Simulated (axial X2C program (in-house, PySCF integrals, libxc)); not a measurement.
# SeSc⁺: bond curves with and without spin–orbit coupling

What are the state, bond length, wavenumber and bond energy of SeSc⁺, and what does spin–orbit coupling change?

The runs use an in-house X2C program for linear molecules on PySCF integrals; all-electron X2C, Se dyall-cv3z, Sc dyall-cv3z.

All values are calculated.

## 1. The job

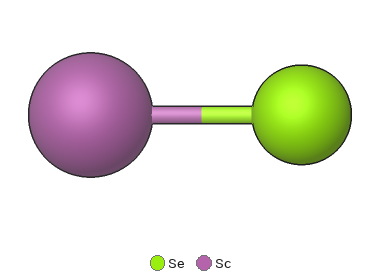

The two atoms at 2.230 Å (selenium green, scandium pink).

Contents of task.json:

```json
{
 "zs": [
  34,
  21
 ],
 "q": 1,
 "bas": [
  "dyall-cv3z",
  "dyall-cv3z"
 ],
 "levels": [
  "PBE0",
  "HF",
  "LDA"
 ],
 "cc": true,
 "r0": 2.23,
 "thr": -1.0,
 "nmax": 90,
 "npts": 10,
 "nst": 2,
 "ntry": 6
}
```

Keys: zs atomic numbers; q charge; bas basis sets; levels methods (HF also brings MP2); cc coupled cluster on or off; r0 starting distance in Å; thr threshold in hartree for freezing inner shells (an s shell follows its p shell); nmax most natural virtual spinors; npts points asked for on the curve; nst determinants followed; ntry starts of the search.

Started as:

```sh
$ python so2c.py task.json out
```

Spin-free means the one-electron spin-free X2C Hamiltonian; two-component (2c) means X2C with spin–orbit coupling and atomic mean-field two-electron Coulomb and Gaunt terms. Basis: Se dyall-cv3z contracted to [8s9p6d4f1g], Sc dyall-cv3z contracted to [10s11p7d5f2g]; Gaussian nuclei, density fitting. Masses: Se 79.917 u, Sc 44.956 u.

Notation: σ, π±, δ± give the projection m of an orbital's angular momentum (0, ±1, ±2), α and β its spin, Λ and M_S the sums; ω is the projection of a spinor's total angular momentum and Ω the sum. Logs are in hartree.

The results follow Hamiltonian by Hamiltonian and level by level.

## 2. State search with PBE0

Determinants are compared with PBE0 at 2.230 Å.

Spin-free determinants:

```
ΔE (eV)           state                               open shells
   0.00  M_S = 0, Λ = 0                              closed shell
   1.67  M_S = 1, Λ = 1   beyond closed shells: σα, π+α, π+β, π-α
   1.70  M_S = 0, Λ = 1   beyond closed shells: σβ, π+α, π+β, π-α
   1.86  M_S = 1, Λ = 3  beyond closed shells: π+α, π+β, π-α, δ+α
   1.86  M_S = 1, Λ = 1  beyond closed shells: π+α, π-α, π-β, δ+α
   1.88  M_S = 0, Λ = 3  beyond closed shells: π+α, π+β, π-α, δ+β
   1.90  M_S = 0, Λ = 1  beyond closed shells: π+α, π-α, π-β, δ+β
```

Two-component determinants:

```json
{"ΔE (eV)": "0.00", "state": "Ω = 0", "open shells": "closed shell"}
{"ΔE (eV)": "1.57", "state": "Ω = 2", "open shells": "excess of +ω over −ω: ω = 1/2, ω = 3/2"}
{"ΔE (eV)": "1.61", "state": "Ω = 1", "open shells": "excess of +ω over −ω: ω = -1/2, ω = 3/2"}
{"ΔE (eV)": "1.77", "state": "Ω = 1", "open shells": "excess of +ω over −ω: 2 × ω = 1/2"}
{"ΔE (eV)": "1.77", "state": "Ω = 4", "open shells": "excess of +ω over −ω: ω = 3/2, ω = 5/2"}
{"ΔE (eV)": "1.78", "state": "Ω = 3", "open shells": "excess of +ω over −ω: 2 × ω = 3/2"}
{"ΔE (eV)": "1.82", "state": "Ω = 1", "open shells": "excess of +ω over −ω: ω = -3/2, ω = 5/2"}
```

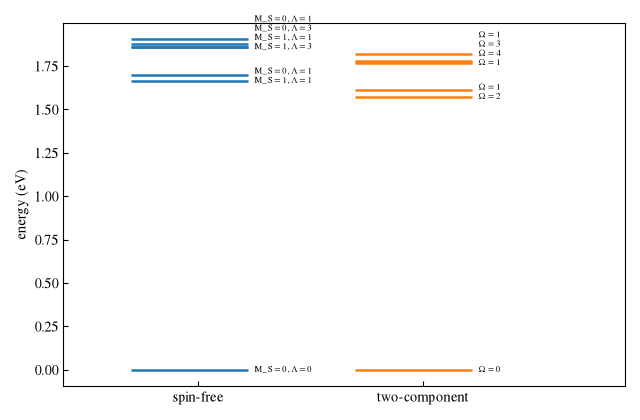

The determinants found, each set from its own lowest.

## 3. PBE0, spin-free

State followed: M_S = 0, Λ = 0 (closed shell). The scan is laid around 2.210 Å, a first estimate of the minimum, and this SCF restarts from the orbitals of the search.

The SCF at the reference distance of 2.210 Å:

```text
spin-free X2C-1e  PBE0
basis functions 233  fitting functions 1275  grid points 5799
iter        total energy     max residual
   1      -3192.093579817     3.65e+00
   2      -3193.471327188     2.42e-01
   3      -3193.536237660     4.57e-02
   4      -3193.538906836     4.06e-02
   5      -3193.539664151     1.82e-02
   6      -3193.540755463     6.51e-03
   7      -3193.540818711     3.97e-03
   8      -3193.540839305     1.63e-04
   9      -3193.540839505     9.95e-05
  10      -3193.540839619     2.12e-05
  11      -3193.540839632     1.67e-05
  12      -3193.540839634     5.11e-06
converged
one-electron -4757.79395835  Coulomb 1520.64585873  exact exchange -31.26130976  xc functional -96.09637531  nuclear repulsion 170.96494507
```

Along the bond, energies from the lowest point:

| R (Å) | E (eV) | μ (D) | HOMO (eV) | LUMO (eV) | iterations |
| --- | --- | --- | --- | --- | --- |
| 1.923 | 1.3784 | 8.76 | -12.34 | -7.82 | 29 |
| 2.011 | 0.5743 | 9.32 | -12.41 | -7.88 | 30 |
| 2.077 | 0.2261 | 9.70 | -12.34 | -7.92 | 26 |
| 2.144 | 0.0468 | 10.06 | -12.14 | -7.97 | 26 |
| 2.210 | 0.0000 | 10.39 | -11.96 | -8.02 | 12 |
| 2.287 | 0.0739 | 10.76 | -11.76 | -8.07 | 28 |
| 2.365 | 0.2509 | 11.09 | -11.58 | -8.13 | 27 |
| 2.464 | 0.5832 | 11.49 | -11.38 | -8.19 | 27 |
| 2.586 | 1.0869 | 11.93 | -11.17 | -8.26 | 27 |
| 2.763 | 1.9037 | 12.50 | -10.91 | -8.35 | 28 |

Dipoles are positive if Sc is the positive end and refer to the centre of mass.

Outer orbitals at the reference distance:

| symmetry | occupied | ε (eV) | atomic character |
| --- | --- | --- | --- |
| σα | yes | -22.82 | 67% Se s, 11% Sc d, 11% Sc p |
| σα | yes | -12.42 | 65% Se p, 20% Sc d, 8% Sc s |
| π-α | yes | -11.96 | 57% Se p, 32% Sc d, 5% Sc p |
| π+α | yes | -11.96 | 57% Se p, 32% Sc d, 5% Sc p |
| σα | no | -8.02 | 59% Sc s, 32% Sc d, 5% Sc p |
| δ+α | no | -7.66 | 99% Sc d |
| δ-α | no | -7.66 | 99% Sc d |
| π+α | no | -7.18 | 64% Sc d, 15% Se p, 15% Sc p |

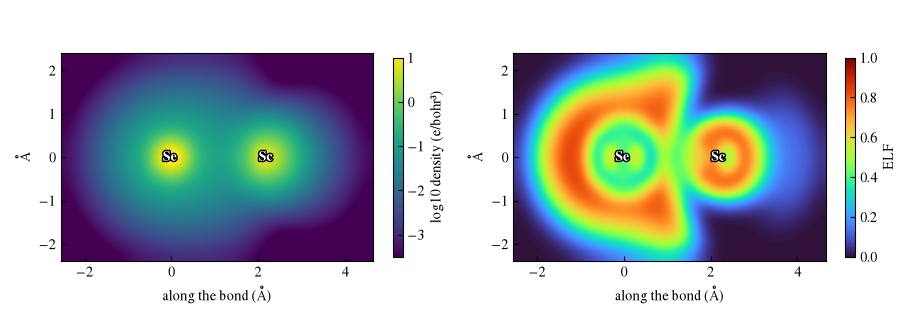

PBE0 fields in a plane through the axis, from a grid of 0.3 Å; Se lies at z = 0 and Sc at z = 2.210 Å; the ELF is damped to zero where the density is low.

Re = 2.204 Å, ωe = 475 cm⁻¹, ωexe = 0.956 cm⁻¹, Be = 0.1206 cm⁻¹, De = 4.12 eV, μ = 10.36 D.

## 4. HF, spin-free

Output at 2.210 Å:

```text
spin-free X2C-1e  HF
basis functions 233  fitting functions 1275  grid points 5799
iter        total energy     max residual
   1      -3191.228393615     2.26e-01
   2      -3191.257316513     2.41e-02
   3      -3191.265528898     5.84e-02
   4      -3191.267451090     1.65e-03
   5      -3191.267519984     1.33e-03
   6      -3191.267543213     3.58e-04
   7      -3191.267545892     1.19e-04
   8      -3191.267546332     4.66e-05
   9      -3191.267546419     2.05e-05
  10      -3191.267546423     4.44e-06
  11      -3191.267546424     1.48e-06
converged
one-electron -4756.52460856  Coulomb 1519.39849498  exact exchange -125.10637791  xc functional 0.00000000  nuclear repulsion 170.96494507
```

Re = 2.210 Å, ωe = 506 cm⁻¹, ωexe = 0.843 cm⁻¹, Be = 0.12 cm⁻¹, De = 0.569 eV, μ = 12.40 D.

## 5. LDA, spin-free

The SCF at the reference distance of 2.210 Å:

```text
spin-free X2C-1e  LDA
basis functions 233  fitting functions 1275  grid points 5799
iter        total energy     max residual
   1      -3188.497191697     4.94e-01
   2      -3188.504149156     3.18e-01
   3      -3188.512390628     4.05e-02
   4      -3188.512547715     1.17e-02
   5      -3188.512666530     3.62e-03
   6      -3188.512673376     2.20e-03
   7      -3188.512676050     1.88e-04
   8      -3188.512676157     2.22e-04
   9      -3188.512676189     5.29e-06
  10      -3188.512676189     4.05e-06
converged
one-electron -4757.50453253  Coulomb 1520.27740987  exact exchange 0.00000000  xc functional -122.25049859  nuclear repulsion 170.96494507
```

Re = 2.202 Å, ωe = 460 cm⁻¹, ωexe = 1.03 cm⁻¹, Be = 0.1208 cm⁻¹, De = 5.77 eV, μ = 9.63 D.

## 6. Correlated methods, spin-free

Correlated methods: 8 electrons correlated (frozen shells, counted by type: Se 3 s, 2 p, 1 d; Sc 3 s, 2 p), 318 virtual spinors in MP2, 90 natural virtuals in coupled cluster.

Output of the correlated part at 2.210 Å:

```text
correlated 8  virtual 318  natural virtual 90  E(MP2) -0.223811732  MP2 remainder -0.004679363
iter   CCSD correlation   residual
   1     -0.200839937   2.59e-01
   2     -0.215472584   1.98e-01
   3     -0.217811017   3.09e-02
   4     -0.218132036   1.10e-02
   5     -0.218202402   3.87e-03
   6     -0.218177360   1.64e-03
   7     -0.218174161   8.73e-04
   8     -0.218189628   3.17e-04
   9     -0.218188746   9.51e-05
  10     -0.218188178   2.92e-05
  11     -0.218188406   9.48e-06
  12     -0.218188279   3.15e-06
  13     -0.218188298   1.00e-06
(T) -0.024576497  T1 0.0539  D1 0.0707  max T2 0.082
```

T1 in the output is the amplitude norm over the root of the electron number; divide by √2 for the Lee–Taylor value.

MP2: Re = 2.260 Å, ωe = 440 cm⁻¹, Be = 0.1147 cm⁻¹, De = 3.80 eV.

CCSD: Re = 2.233 Å, ωe = 471 cm⁻¹, ωexe = 0.86 cm⁻¹, Be = 0.1175 cm⁻¹, De = 3.21 eV. T1 at Re = 0.039 (Lee–Taylor, the printed value over √2).

CCSD(T): Re = 2.270 Å, ωe = 423 cm⁻¹, ωexe = 1.29 cm⁻¹, Be = 0.1138 cm⁻¹, De = 3.81 eV. T1 at Re = 0.041 (Lee–Taylor, the printed value over √2).

## 7. A higher determinant, spin-free

State: M_S = 1, Λ = 1 (beyond closed shells: σα, π+α, π+β, π-α).

Output at the reference distance:

```text
spin-free X2C-1e  PBE0
basis functions 233  fitting functions 1275  grid points 5799
iter        total energy     max residual
   1      -3191.999530348     3.80e+00
   2      -3193.399458044     2.70e-01
   3      -3193.472335051     7.11e-02
   4      -3193.474443097     1.72e-02
   5      -3193.476077898     2.01e-02
   6      -3193.476661766     5.44e-03
   7      -3193.476791548     4.05e-03
   8      -3193.476814699     1.21e-03
   9      -3193.476817447     2.62e-04
  10      -3193.476818614     3.18e-04
  11      -3193.476819179     1.07e-04
  12      -3193.476819213     2.84e-05
  13      -3193.476819217     7.26e-06
converged
one-electron -4755.98621591  Coulomb 1518.88006718  exact exchange -31.27007900  xc functional -96.06553655  nuclear repulsion 170.96494507
```

| R (Å) | E above the lowest PBE0 point (eV) |
| --- | --- |
| 1.923 | 4.292 |
| 2.011 | 3.113 |
| 2.077 | 2.491 |
| 2.144 | 2.046 |
| 2.210 | 1.742 |
| 2.287 | 1.528 |
| 2.365 | 1.430 |
| 2.464 | 1.429 |
| 2.586 | 1.558 |

No constants are quoted: too few points lie around the minimum for a second fit to confirm the first.

## 8. The spin-free curves together

Energy (eV) of the followed determinant, spin-free, from each level's lowest point:

| R (Å) | PBE0 | HF | MP2 | CCSD | CCSD(T) | LDA |
| --- | --- | --- | --- | --- | --- | --- |
| 1.923 | 1.378 | 1.599 | 1.816 | n/a | n/a | 1.284 |
| 2.011 | 0.574 | 0.686 | 0.870 | 0.762 | 0.912 | 0.528 |
| 2.077 | 0.226 | 0.281 | 0.424 | 0.341 | 0.457 | 0.205 |
| 2.144 | 0.047 | 0.065 | 0.154 | 0.099 | 0.176 | 0.040 |
| 2.210 | 0.000 | 0.000 | 0.021 | 0.000 | 0.034 | 0.000 |
| 2.287 | 0.074 | 0.074 | 0.000 | 0.026 | 0.000 | 0.072 |
| 2.365 | 0.251 | 0.270 | 0.089 | 0.167 | 0.072 | 0.238 |
| 2.464 | 0.583 | 0.650 | 0.319 | 0.470 | 0.270 | 0.547 |
| 2.586 | 1.087 | 1.235 | 0.735 | n/a | n/a | 1.009 |
| 2.763 | 1.904 | 2.173 | 1.725 | n/a | n/a | 1.748 |

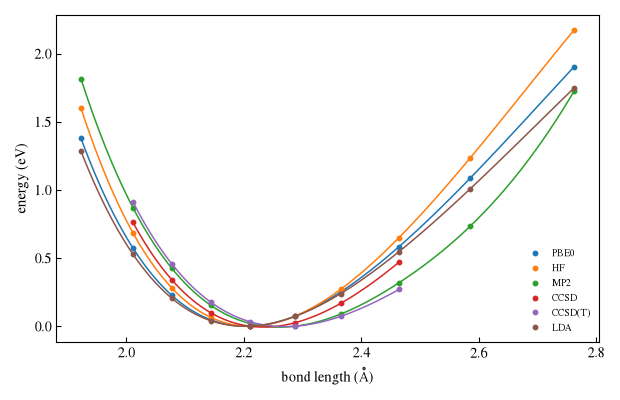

Curves of the followed state, spin-free, each from its own lowest point.

## 9. PBE0, 2c

State followed: Ω = 0 (closed shell). The scan is laid around 2.210 Å, a first estimate of the minimum, and this SCF restarts from the orbitals of the search.

Output at 2.210 Å:

```text
two-component X2C + atomic mean field  PBE0
basis functions 233  fitting functions 1275  grid points 5799
iter        total energy     max residual
   1      -3191.093148257     3.54e+00
   2      -3192.493347504     2.36e-01
   3      -3192.555749186     4.09e-02
   4      -3192.558343680     3.73e-02
   5      -3192.558913502     1.72e-02
   6      -3192.560049666     6.43e-03
   7      -3192.560110188     3.62e-03
   8      -3192.560128903     1.61e-04
   9      -3192.560129100     1.03e-04
  10      -3192.560129212     2.29e-05
  11      -3192.560129226     1.62e-05
  12      -3192.560129228     5.42e-06
converged
one-electron -4755.26598391  Coulomb 1520.11083702  exact exchange -31.25004633  xc functional -96.06159240  nuclear repulsion 170.96494507  atomic mean-field constant -1.05828868
```

Along the bond, energies from the lowest point:

| R (Å) | E (eV) | μ (D) | HOMO (eV) | LUMO (eV) | iterations |
| --- | --- | --- | --- | --- | --- |
| 1.923 | 1.3840 | 8.75 | -12.31 | -7.82 | 39 |
| 2.011 | 0.5784 | 9.30 | -12.35 | -7.87 | 30 |
| 2.077 | 0.2289 | 9.68 | -12.25 | -7.92 | 29 |
| 2.144 | 0.0483 | 10.04 | -12.05 | -7.97 | 29 |
| 2.210 | 0.0000 | 10.37 | -11.87 | -8.01 | 12 |
| 2.287 | 0.0720 | 10.73 | -11.67 | -8.07 | 30 |
| 2.365 | 0.2468 | 11.07 | -11.49 | -8.12 | 29 |
| 2.464 | 0.5757 | 11.46 | -11.29 | -8.18 | 29 |
| 2.586 | 1.0736 | 11.89 | -11.08 | -8.25 | 29 |
| 2.763 | 1.8730 | 12.40 | -10.81 | -8.30 | 31 |

Dipoles are positive if Sc is the positive end and refer to the centre of mass.

Outer spinors at the reference distance:

```csv
ω,occupied,ε (eV),atomic character,λ mixture
1/2,yes,-22.82,"67% Se s, 11% Sc d, 11% Sc p",100% σ
1/2,yes,-12.46,"65% Se p, 20% Sc d, 8% Sc s","91% σ, 9% π"
1/2,yes,-12.01,"58% Se p, 30% Sc d, 5% Sc p","91% π, 9% σ"
3/2,yes,-11.87,"56% Se p, 33% Sc d, 5% Sc p",100% π
1/2,no,-8.01,"59% Sc s, 32% Sc d, 5% Sc p",100% σ
3/2,no,-7.66,99% Sc d,100% δ
5/2,no,-7.65,99% Sc d,100% δ
1/2,no,-7.18,"66% Sc d, 14% Se p, 14% Sc p",100% π
```

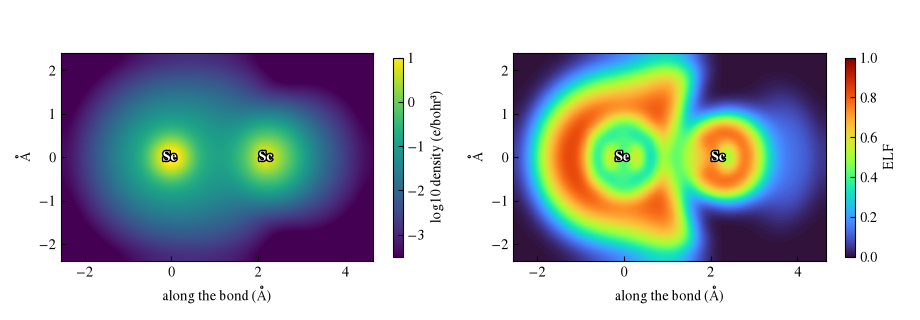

PBE0 fields in a plane through the axis, from a grid of 0.3 Å; Se lies at z = 0 and Sc at z = 2.210 Å; the ELF is damped to zero where the density is low.

Re = 2.205 Å, ωe = 474 cm⁻¹, ωexe = 0.968 cm⁻¹, Be = 0.1205 cm⁻¹, De = 4.07 eV, μ = 10.35 D.

## 10. HF, 2c

Output at 2.210 Å:

```text
two-component X2C + atomic mean field  HF
basis functions 233  fitting functions 1275  grid points 5799
iter        total energy     max residual
   1      -3190.248675832     2.32e-01
   2      -3190.277566366     2.38e-02
   3      -3190.285718651     6.00e-02
   4      -3190.287637136     1.64e-03
   5      -3190.287707499     1.37e-03
   6      -3190.287732219     3.64e-04
   7      -3190.287735509     1.20e-04
   8      -3190.287736324     8.37e-05
   9      -3190.287736702     4.38e-05
  10      -3190.287736831     3.61e-05
  11      -3190.287736929     1.85e-05
  12      -3190.287736954     9.32e-06
  13      -3190.287736960     4.84e-06
  14      -3190.287736961     2.84e-06
converged
one-electron -4754.00025929  Coulomb 1518.86715149  exact exchange -125.06128555  xc functional 0.00000000  nuclear repulsion 170.96494507  atomic mean-field constant -1.05828868
```

No constants are quoted: the solution changes its character somewhere along the scan, so the fit is set aside.

## 11. LDA, 2c

Output at 2.210 Å:

```text
two-component X2C + atomic mean field  LDA
basis functions 233  fitting functions 1275  grid points 5799
iter        total energy     max residual
   1      -3187.517374965     4.94e-01
   2      -3187.524351217     3.18e-01
   3      -3187.532574206     3.96e-02
   4      -3187.532723464     1.18e-02
   5      -3187.532842733     3.52e-03
   6      -3187.532849231     2.18e-03
   7      -3187.532851884     1.81e-04
   8      -3187.532851982     2.14e-04
   9      -3187.532852014     4.76e-06
  10      -3187.532852014     3.75e-06
converged
one-electron -4754.97486034  Coulomb 1519.74058288  exact exchange 0.00000000  xc functional -122.20523095  nuclear repulsion 170.96494507  atomic mean-field constant -1.05828868
```

Re = 2.203 Å, ωe = 459 cm⁻¹, ωexe = 1.04 cm⁻¹, Be = 0.1208 cm⁻¹, De = 5.63 eV, μ = 9.61 D.

## 12. MP2 and beyond, 2c

Correlated methods: 8 electrons correlated (frozen shells, counted by type: Se 3 s, 2 p, 1 d; Sc 3 s, 2 p), 318 virtual spinors in MP2, 90 natural virtuals in coupled cluster.

Output of the correlated part at 2.210 Å:

```text
correlated 8  virtual 318  natural virtual 90  E(MP2) -0.223514933  MP2 remainder -0.004681197
iter   CCSD correlation   residual
   1     -0.200943390   2.57e-01
   2     -0.215383586   1.95e-01
   3     -0.217747067   3.09e-02
   4     -0.218065143   1.10e-02
   5     -0.218137023   3.94e-03
   6     -0.218114143   1.70e-03
   7     -0.218110648   8.93e-04
   8     -0.218126082   3.26e-04
   9     -0.218125364   1.04e-04
  10     -0.218124578   3.77e-05
  11     -0.218124925   1.86e-05
  12     -0.218124686   1.05e-05
  13     -0.218124837   5.98e-06
  14     -0.218124773   2.96e-06
  15     -0.218124757   1.15e-06
(T) -0.024424907  T1 0.0537  D1 0.0733  max T2 0.085
```

MP2: No constants are quoted: the reference changes its character somewhere along the scan, so the fit is set aside.

CCSD: No constants are quoted: the reference changes its character somewhere along the scan, so the fit is set aside.

CCSD(T): No constants are quoted: the reference changes its character somewhere along the scan, so the fit is set aside.

## 13. A higher determinant, 2c

State: Ω = 2 (excess of +ω over −ω: ω = 1/2, ω = 3/2).

Output at the reference distance:

```text
two-component X2C + atomic mean field  PBE0
basis functions 233  fitting functions 1275  grid points 5799
iter        total energy     max residual
   1      -3191.001768594     3.68e+00
   2      -3192.425219953     2.65e-01
   3      -3192.495277126     6.35e-02
   4      -3192.497123231     1.70e-02
   5      -3192.498852585     1.71e-02
   6      -3192.499338103     5.38e-03
   7      -3192.499485637     3.71e-03
   8      -3192.499504889     1.11e-03
   9      -3192.499507652     2.58e-04
  10      -3192.499508783     2.82e-04
  11      -3192.499509327     1.20e-04
  12      -3192.499509362     2.60e-05
  13      -3192.499509366     8.69e-06
converged
one-electron -4753.49824730  Coulomb 1518.38231037  exact exchange -31.25893237  xc functional -96.03129646  nuclear repulsion 170.96494507  atomic mean-field constant -1.05828868
```

| R (Å) | E above the lowest PBE0 point (eV) |
| --- | --- |
| 1.923 | 4.199 |
| 2.011 | 3.020 |
| 2.077 | 2.398 |
| 2.144 | 1.954 |
| 2.210 | 1.650 |
| 2.287 | 1.435 |
| 2.365 | 1.336 |
| 2.464 | 1.335 |
| 2.586 | 1.462 |

No constants are quoted: too few points lie around the minimum for a second fit to confirm the first.

## 14. The 2c curves together

Energy (eV) of the followed determinant, 2c, from each level's lowest point:

| R (Å) | PBE0 | HF (jumps) | MP2 (its reference jumps) | CCSD (its reference jumps) | CCSD(T) (its reference jumps) | LDA |
| --- | --- | --- | --- | --- | --- | --- |
| 1.923 | 1.384 | 1.607 | 1.817 | n/a | n/a | 1.289 |
| 2.011 | 0.578 | 0.691 | 0.871 | 0.767 | 0.915 | 0.532 |
| 2.077 | 0.229 | 0.285 | 0.424 | 0.344 | 0.459 | 0.207 |
| 2.144 | 0.048 | 0.067 | 0.153 | 0.101 | 0.177 | 0.041 |
| 2.210 | 0.000 | 0.000 | 0.020 | 0.000 | 0.034 | 0.000 |
| 2.287 | 0.072 | 0.071 | 0.000 | 0.023 | 0.000 | 0.071 |
| 2.365 | 0.247 | 0.262 | 0.091 | 0.158 | 0.073 | 0.236 |
| 2.464 | 0.576 | 0.633 | 0.328 | 0.444 | 0.282 | 0.542 |
| 2.586 | 1.074 | 1.171 | 0.960 | n/a | n/a | 1.001 |
| 2.763 | 1.873 | 1.896 | 2.573 | n/a | n/a | 1.736 |

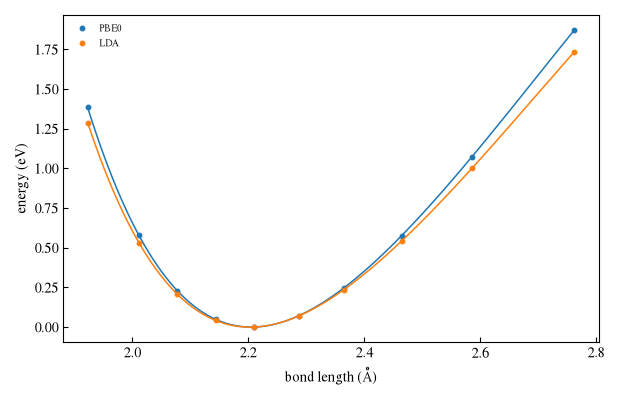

Curves of the followed state, 2c, each from its own lowest point. Left out: HF, MP2, CCSD, CCSD(T).

The whole job took 3.2 min on 1 thread of Arm Neoverse V1, shared host; peak memory 0.61 GiB.

## 15. Constants

Lowest determinant that the search found at its distance, spin-free: M_S = 0, Λ = 0 (closed shell).

Lowest determinant that the search found at its distance, 2c: Ω = 0 (closed shell).

```tsv
Hamiltonian	level	Re (Å)	ωe (cm⁻¹)	De (eV)	μ (D)
spin-free	PBE0	2.204	475	4.12	10.36
spin-free	HF	2.210	506	0.569	12.40
spin-free	MP2	2.260	440	3.80	n/a
spin-free	CCSD	2.233	471	3.21	n/a
spin-free	CCSD(T)	2.270	423	3.81	n/a
spin-free	LDA	2.202	460	5.77	9.63
2c	PBE0	2.205	474	4.07	10.35
2c	LDA	2.203	459	5.63	9.61
```

Dipoles are positive if Sc is the positive end and refer to the centre of mass. No constants: 2c HF (the solution changes its character somewhere along the scan, so the fit is set aside); 2c MP2 (the reference changes its character somewhere along the scan, so the fit is set aside); 2c CCSD (the reference changes its character somewhere along the scan, so the fit is set aside); 2c CCSD(T) (the reference changes its character somewhere along the scan, so the fit is set aside).

Time per point (s) on 1 thread of Arm Neoverse V1, shared host (2c runs); the times are rough: PBE0 1.6, LDA 0.68.

**Reading.** At PBE0, going from spin-free to two-component changes Re by +1 mÅ, ωe by -0.3 %, which is small (part of it comes from the scalar share of the two-electron terms). It costs about 1.5 times the time. De moves by -0.06 eV; both De rest on single-determinant atoms, which can miss part of an open shell's spin–orbit lowering.

De refers to Se + Sc+, each in the lowest determinant found, which need not be this curve's own limit. The state is a single determinant with fixed occupations, the lowest that a limited PBE0 search found. Closed shells are restricted here (equal orbitals for both partners), which fails at long range if the bond breaks into open shells. Dissociation energies refer to the lowest single-determinant-based atoms at the same level and basis. CCSD and (T) use frozen natural virtuals with an MP2 correction for the truncation. With the outer-core shells frozen, correlated bond lengths of heavy atoms tend to come out a few hundredths of an ångström too long. T1 at Re is 0.041 (Lee–Taylor), above the customary mark of 0.02.
